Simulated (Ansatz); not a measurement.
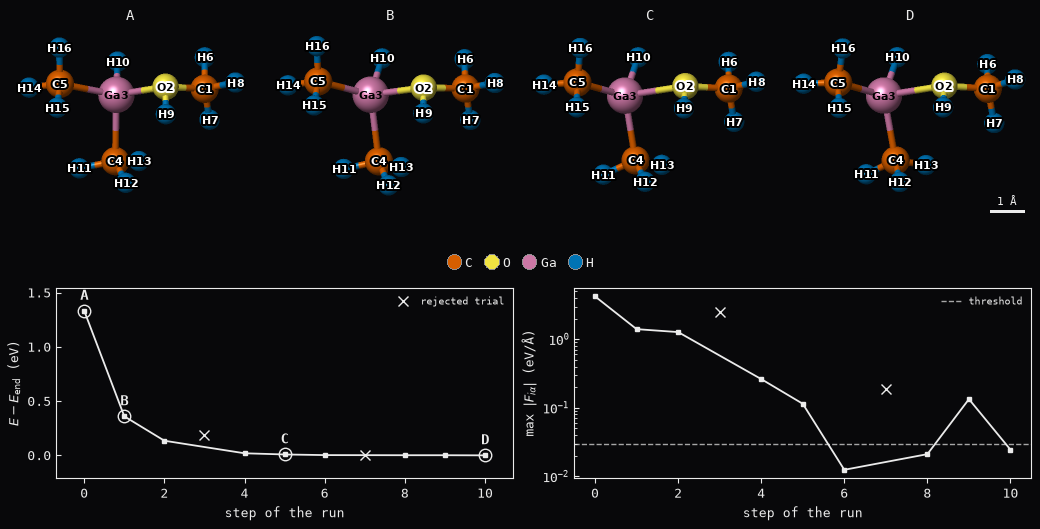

Frames of a relaxation of C3H11GaO (coarse preliminary run), marked on the history of the run. Style: ball-and-stick. Shown at a tilt.

The start comes from a force field.

The calculation used Ansatz, RKS PBE-D4/def2-SVP. (force threshold 0.03 eV/Å; at most 200 steps)

What happens along the run?

The atom that moves furthest after the best rigid fit is Ga3 (0.45 Å). By element the largest moves are Ga 0.45 Å, H 0.44 Å, C 0.15 Å, O 0.12 Å. Among the contacts that change: O2–Ga3 1.846 → 2.206 Å, C4–H12 1.052 → 1.112 Å, C1–H6 1.166 → 1.106 Å, C1–H8 1.160 → 1.110 Å. Bond angles that change, for instance: O2–Ga3–H10 112.0° → 95.0°, C5–Ga3–H10 109.2° → 120.1°, C4–Ga3–C5 107.0° → 117.9°. Over 8 accepted moves (10 points after the start) the energy falls by 1.333 eV. Largest force component: 4.2 eV/Å at the start, 0.024 eV/Å at the end. The line search rejected the trial steps at points 3, 7 of the run. The forces were under the threshold at step 6, but the run went on from there. The run took 23 s on 4 threads of Arm Neoverse V2, on a shared host. From step 0 to 1: Ga and H atoms move most (0.19 Å), energy −0.973 eV. From step 1 to 5: Ga and H atoms move most (0.22 Å), energy −0.352 eV. From step 5 to 10: H11 moves most (0.21 Å), energy −0.008 eV.
